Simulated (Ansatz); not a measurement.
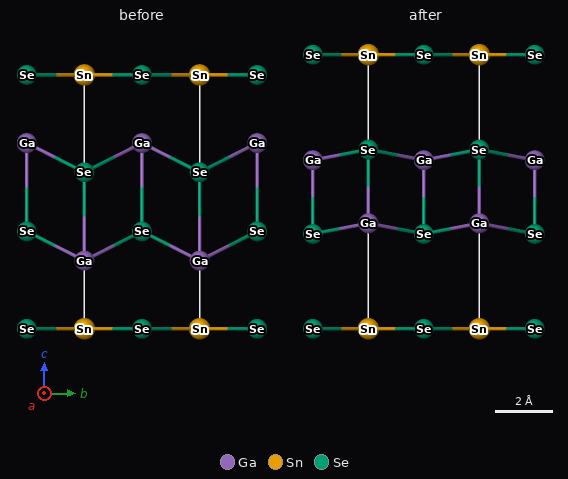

The structure of a crystal of Ga2SnSe3 (a generated structure, set up in P-4m2) (coarse preliminary run) before (left) and after (right) a relaxation, at one scale.

A ball-and-stick model of the cell of the calculation, seen along the a axis.

Method: DFT PBE, scalar-relativistic, plane waves, PAW in Ansatz.

Input
```yaml
crystal:
  lattice:
    - [4.09830688, 0.0, 0.0]
    - [0.0, 4.09830688, 0.0]
    - [0.0, 0.0, 9.02895483]
  atoms:
    - { symbol: Ga, position: [0.0, 0.5, 0.73150003] }
    - { symbol: Ga, position: [0.5, 0.0, 0.26849997] }
    - { symbol: Sn, position: [0.0, 0.0, 0.0] }
    - { symbol: Se, position: [0.0, 0.5, 0.38350001] }
    - { symbol: Se, position: [0.5, 0.0, 0.61649999] }
    - { symbol: Se, position: [0.5, 0.5, 0.0] }
basis:
  ecutwfc: 420
kpoints:
  mp_grid: { grid: [4, 4, 2] }
hamiltonian:
  xc: pbe
scf:
  occupations: { method: gaussian, width: 0.1 }
  lower_state_search: "off"
output:
  forces: true
  stress: true
  eigenvalues: true
relax:
  adjacent_minimum: "off"
  f_tol: 0.04
  max_steps: 70
  cell: { stress_tol: 0.4 }
```

Command:
```bash
ansatz run input.yaml --threads 1 --pin off --max-ram 2560MiB --backend cpu --events-out ev --progress --plain --runs-dir out
```

> Summarise the run.

The largest moves relative to the cell, 1.13 Å, are those of Ga1 and Ga2. Ga2 goes along +c. By element the largest moves are Ga 1.13 Å, Se 0.37 Å. Sn stays in place. The volume changes by +0.1 %, with a = b 4.098 → 3.946 Å (−3.7 %), c 9.029 → 9.748 Å (+8.0 %). Near-neighbour distances that change, for instance: Ga1–Se4 3.142 → 2.623 Å, Ga1–Se5 3.078 → 2.816 Å, Sn3–Se6 2.898 → 2.790 Å. The space group stays P-4m2 (No. 115). The energy falls by 1.838 eV per cell of the calculation in 8 accepted moves (10 points after the start). Largest force component: 1.5 eV/Å at the start, 0.0041 eV/Å at the end. Pressure: −3.49 GPa at the start and 0.02 GPa at the end. The line search rejected the trial step at point 6 of the run. At 1 point the geometry stayed and the basis and grid were re-selected for the new cell (energy shift of 0.1 meV per cell of the calculation at most each time). Cost: 29 s on 1 thread of AMD EPYC 9R45 96-Core Processor (Zen 5), with other jobs on the host, peak memory 0.51 GiB.

Limits of the set-up: the k-point mesh is coarse for a cell with partly filled bands; layers or molecules are held without a dispersion correction, so their spacing is unreliable.
